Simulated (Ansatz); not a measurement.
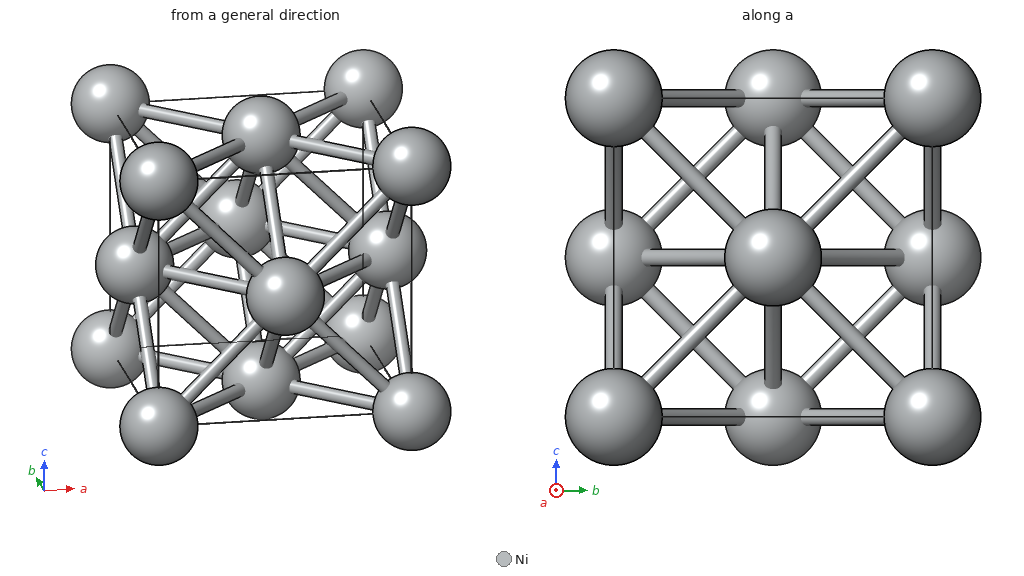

A ball-and-stick rendering, viewed from a general direction and along the a axis. The edges of the conventional unit cell are marked.

**What is the cell content?**

4 (nickel), counting shared atoms by their share.

**To which lattice type does it belong?**

Face-centred cubic.

**What structure family is shown?**

Face-centred cubic (Cu type).

The cell started as the standard structure of this element. Earlier steps of the study, as a rule a relaxation of our own, may have changed the cell and positions, so they can lie some per cent off the listed ones. Ansatz was used for an electronic-structure calculation on it.

At this level of theory the run's own cell isn't at rest (stretched, at -18 GPa), so its distances can differ from those at equilibrium, the more so the softer the solid.
